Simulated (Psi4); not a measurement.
**CH2FNSi (SMILES FC1=N[SiH2]1): wB97M-V/6-311+G(d,p)**

Aim: the vertical electron affinity of CH2FNSi at wB97M-V/6-311+G**, from 2 runs. 

Program for the calculation: Psi4 1.11.

2 further runs of the same task are left out: 2 set aside as unsound or not needed.

### 1 Starting point

CH2FNSi has 6 atoms, charge 0, and is taken as a singlet. As SMILES, `FC1=N[SiH2]1`. Geometry: relaxed at PBE0-D4/def2-TZVP.

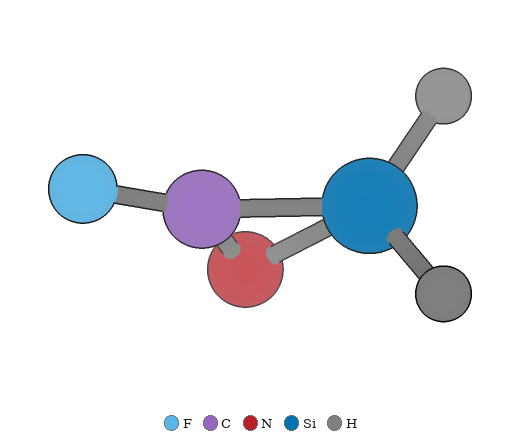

Viewed from a chosen angle; fluorine blue, carbon purple, nitrogen red, silicon blue, hydrogen grey.

### 2 The energy at wB97M-V/6-311+G(d,p)

Contents of calc.dat:

```
memory 1600 mb

molecule {
  0 1
  F      2.68926925    -3.03924653     1.60910180
  C      0.96942950    -1.54088268     0.63041264
  N     -1.17937807    -2.09929675    -0.23527090
  Si    -0.53743811     1.23701472    -0.44200694
  H      0.00321253     2.34968546    -2.94324844
  H     -1.86572660     2.97197228     1.29370650
  units au
  symmetry c1
}

set {
  basis 6-311+G**
  reference rks
  puream true
  e_convergence 1e-09
  d_convergence 1e-08
  scf_type pk
  dft_radial_points 99
  dft_spherical_points 590
}

energy_value, wavefunction = energy("wb97m-v", return_wfn=True)
```

Launch:

```sh
$ psi4 calc.dat calc.out -n 1
```

calc.out:

```text
[...]
  Running in c1 symmetry.
[...]
  Nuclear repulsion =  147.154559434809642
[...]
  Multiplicity = 1
[...]
  Nalpha       = 19
  Nbeta        = 19
[...]
    Number of basis functions: 108
[...]
   @RKS iter   1:  -483.13352892948279   -2.91612e-01   6.22105e-03 DIIS/ADIIS
[...]
   @RKS iter  12:  -483.32061697243506   -1.72804e-11   5.75930e-09 DIIS
[...]
    Orbital Energies [Eh]
    ---------------------
    Doubly Occupied:
       1A    -66.453844     2A    -24.947032     3A    -14.519839
       4A    -10.473934     5A     -5.492485     6A     -3.807819
       7A     -3.806723     8A     -3.804928     9A     -1.399988
      10A     -1.084912    11A     -0.739738    12A     -0.687811
      13A     -0.617607    14A     -0.598866    15A     -0.561691
      16A     -0.506729    17A     -0.476872    18A     -0.427719
      19A     -0.364186
[...]
  @RKS Final Energy:  -483.32061697243506
   => Energetics <=
    Nuclear Repulsion Energy =            147.1545594348096415
    One-Electron Energy =                -958.7648914618407616
    Two-Electron Energy =                 361.1103294378260102
    DFT Exchange-Correlation Energy =     -32.9758703060251150
    Empirical Dispersion Energy =           0.0000000000000000
    VV10 Nonlocal Energy =                  0.1552559227950824
    Total Energy =                       -483.3206169724350616
[...]
 Multipole Moments:
 ------------------------------------------------------------------------------------
     Multipole            Electronic (a.u.)      Nuclear  (a.u.)        Total (a.u.)
 ------------------------------------------------------------------------------------
 L = 1.  Multiply by 2.5417464519 to convert [e a0] to [Debye]
 Dipole X            :          2.4828895           -2.4673359            0.0155536
 Dipole Y            :         -3.3842416            4.6150523            1.2308107
 Dipole Z            :          1.5920465           -1.7659061           -0.1738596
 Magnitude           :                                                    1.2431267
[...]
```

It took 2 min on 1 thread of Intel Xeon Platinum 8488C (Sapphire Rapids), shared host; peak memory 0.73 GiB.

### 3 The doublet anion at the same level

Contents of ch2fnsi.py:

```python
import psi4

psi4.set_memory(1600000000)
psi4.set_num_threads(1)
psi4.core.set_output_file('run.log', False)

mol = psi4.geometry("""
-1 2
F      1.423100    -1.608300     0.851500
C      0.513000    -0.815400     0.333600
N     -0.624100    -1.110900    -0.124500
Si    -0.284400     0.654600    -0.233900
H      0.001700     1.243400    -1.557500
H     -0.987300     1.572700     0.684600
symmetry c1
no_reorient
no_com
""")

psi4.set_options({
    'reference': 'uks',
    'puream': True,
    'e_convergence': 1e-09,
    'd_convergence': 1e-08,
    'scf_type': 'pk',
    'dft_radial_points': 99,
    'dft_spherical_points': 590,
    'maxiter': 200,
})

E, wfn = psi4.energy("wb97m-v/6-311+G**", return_wfn=True)
print(f'total energy {E:.8f} hartree = {E * 27.211386:.5f} eV')
```

Launch:

```sh
$ python ch2fnsi.py
```

run.log:

```text
[...]
  Running in c1 symmetry.
[...]
  Nuclear repulsion =  147.154559357075527
[...]
  Multiplicity = 2
[...]
  Nalpha       = 20
  Nbeta        = 19
[...]
    Number of basis functions: 108
[...]
   @UKS iter   1:  -482.85879959174952   -1.68847e-02   8.36042e-03 DIIS/ADIIS
[...]
   @UKS iter  29:  -483.26158256087126    6.16751e-11   9.09879e-09 DIIS
[...]
   @S^2 Observed:                7.543569497E-01
[...]
    Orbital Energies [Eh]
    ---------------------
    Alpha Occupied:
       1A    -66.228798     2A    -24.718337     3A    -14.255664
       4A    -10.199457     5A     -5.267022     6A     -3.581794
       7A     -3.580940     8A     -3.580410     9A     -1.173225
      10A     -0.833442    11A     -0.515601    12A     -0.463956
      13A     -0.396360    14A     -0.383997    15A     -0.326743
      16A     -0.300916    17A     -0.244170    18A     -0.213494
      19A     -0.127940    20A      0.053338
    Alpha Virtual:
      21A      0.152289    22A      0.162735    23A      0.174274
      24A      0.180156    25A      0.225101    26A      0.233805
[...]
  @UKS Final Energy:  -483.26158256087126
   => Energetics <=
    Nuclear Repulsion Energy =            147.1545593570755273
    One-Electron Energy =                -967.5439580818065224
    Two-Electron Energy =                 370.0643473046380336
    DFT Exchange-Correlation Energy =     -33.0937411814785349
    Empirical Dispersion Energy =           0.0000000000000000
    VV10 Nonlocal Energy =                  0.1572100407002249
    Total Energy =                       -483.2615825608712612
[...]
 Multipole Moments:
 ------------------------------------------------------------------------------------
     Multipole            Electronic (a.u.)      Nuclear  (a.u.)        Total (a.u.)
 ------------------------------------------------------------------------------------
 L = 1.  Multiply by 2.5417464519 to convert [e a0] to [Debye]
 Dipole X            :        -12.3958742           12.3777061           -0.0181680
 Dipole Y            :         30.4558032          -28.6537283            1.8020749
 Dipole Z            :         -9.0289588            8.7798566           -0.2491022
 Magnitude           :                                                    1.8193010
[...]
```

Standard output:

```text
total energy -483.26158256 hartree = -13150.21746 eV
```

It took 4.7 min on 1 thread of Intel Xeon Platinum 8488C (Sapphire Rapids), shared host; peak memory 0.74 GiB.

### 4 Outcome

At wB97M-V/6-311+G**:

| quantity | value |
| --- | --- |
| singlet CH2FNSi: total energy | -483.32062 Eh |
| singlet CH2FNSi: dipole moment | 3.16 D |
| singlet CH2FNSi: HOMO energy | -9.91 eV |
| singlet CH2FNSi: LUMO energy | 0.22 eV |
| singlet CH2FNSi: HOMO–LUMO gap | 10.13 eV |
| doublet anion: total energy | -483.26158 Eh |
| doublet anion: HOMO energy (highest over α and β) | 1.45 eV |
| doublet anion: LUMO energy (lowest over α and β) | 4.08 eV |
| doublet anion: ⟨S²⟩ | 0.754 |
| vertical electron affinity (to the doublet anion) | -1.606 eV |

The anion lies 1.61 eV (37 kcal/mol) above the neutral: the electron isn't bound at this level, and such a value depends on the basis. The HOMO (doublet anion) lies at positive energy, 1.45 eV; only total energies tell whether the electron is bound.
